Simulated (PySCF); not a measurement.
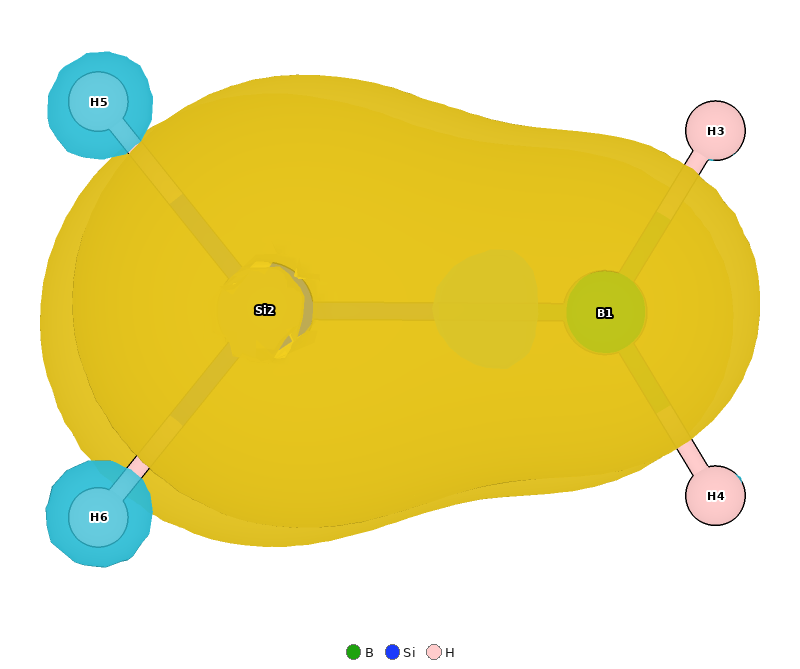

BH4Si (SMILES B[SiH2]) (doublet). Isosurfaces of the spin density (α minus β) at +0.015 (yellow) and −0.015 e/Å³ (cyan), seen across its widest extent.

Geometry: GFN2-xTB.

Theory: UKS B3LYP, pcH-1 on B H Si, non-relativistic, mean-field spin-orbit, GIAO in PySCF.

```xyz
6

B     1.0428    0.0476    0.0011
Si   -0.8334   -0.0374   -0.0074
H     1.6080    1.0804    0.0220
H     1.6996   -0.9297   -0.0151
H    -1.8089    1.0657    0.0087
H    -1.7050   -1.2245   -0.0308
```

**Where is the unpaired spin?**

The unpaired spin (1 electron) lies mostly on Si2 (about 0.6) and B1 (about 0.3), in electrons by Hirshfeld's partition.
